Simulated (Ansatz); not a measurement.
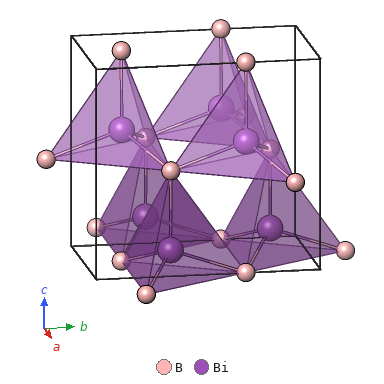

Structure drawing (polyhedral), viewed slightly off an axis. One conventional unit cell is framed, with atoms on its boundary repeated. Some atoms of the next cells are drawn as well.

BiB, space group Cmc2_1 (No. 36), a = 4.020 Å, b = 6.695 Å, c = 6.375 Å, α = 90.00°, β = 90.00°, γ = 90.00°. Its origin is a structure type filled with these elements by a generator (whether the compound takes this form wasn't checked). The cell was then strained or its atoms displaced on purpose. An electronic-structure calculation with Ansatz was run on it.

This one geometry was computed with Ansatz (DFT, plane waves, PAW) at three levels of theory: HSE06, r2SCAN and PBE. It was relaxed with r2SCAN and then strained.

Q: Which level gives the highest pressure at this volume, and what does that say about its equilibrium volume?

A: Highest: PBE (-1.5 GPa), which points to the largest equilibrium volume. Lowest, with the smallest volume: HSE06 (-4.5 GPa). Levels within 0.5 GPa of each other can't be told apart.

Q: How does the band gap change with the level of theory?

A: PBE: a gap of 0.06 eV, indirect; HSE06: a gap of 0.07 eV, direct; r2SCAN: a gap of 0.16 eV, indirect.

Q: Collect the results in a table.

A:
| level | cutoff (eV) | k-mesh of the run's cell | gap (eV) | pressure (GPa) |
| --- | --- | --- | --- | --- |
| HSE06 | 420 | 6×6×4 | 0.07 | -4.5 |
| r2SCAN | 500 | 8×8×4 | 0.16 | -2.8 |
| PBE | 420 | 8×8×4 | 0.06 | -1.5 |

Gaps are taken on the k-mesh or band path of each run.
